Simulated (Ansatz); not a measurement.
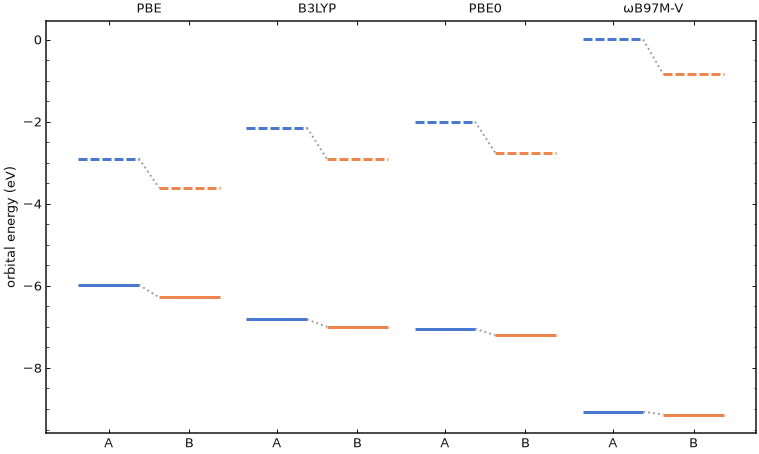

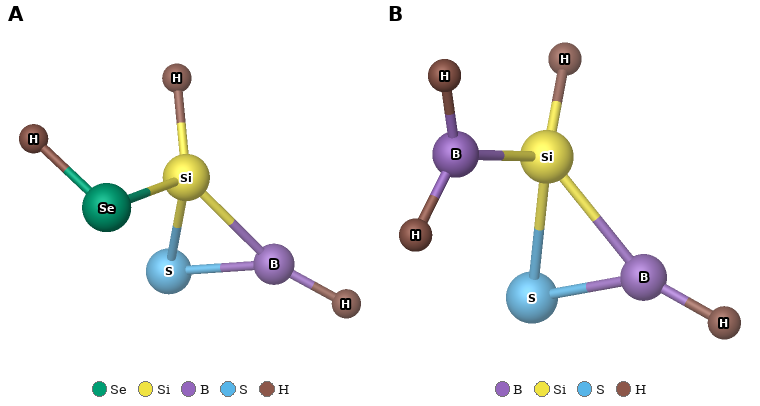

One change: A, BSiH₃SeS (SMILES [SeH][Si@H]1BS1), becomes B, B₂SiH₄S (SMILES B[Si@H]1BS1). SeH on Si is replaced by BH₂. HOMO (solid) and LUMO (dashed) computed in def2-TZVPP at PBE0-D4/def2-TZVP geometries, both minima by their frequencies, gas phase, the Ansatz code. Empty levels above zero depend strongly on the basis.

**What does the change do to HOMO and LUMO?**

PBE: the HOMO falls by 0.31 eV, the LUMO falls by 0.71 eV, and the separation goes from 3.07 to 2.67 eV. B3LYP: the HOMO falls by 0.18 eV, the LUMO falls by 0.77 eV, and the separation goes from 4.67 to 4.08 eV. PBE0: the HOMO falls by 0.16 eV, the LUMO falls by 0.76 eV, and the separation goes from 5.04 to 4.45 eV. ωB97M-V: the HOMO falls by 0.07 eV, the LUMO falls by 0.85 eV, and the separation goes from 9.07 to 8.29 eV.

**Do the functionals agree on the effect?**

They agree on the direction for both levels; the HOMO shift lies between −0.31 and −0.07 eV and the LUMO shift between −0.85 and −0.71 eV, while the separations themselves differ by up to 6.0 eV between functionals.
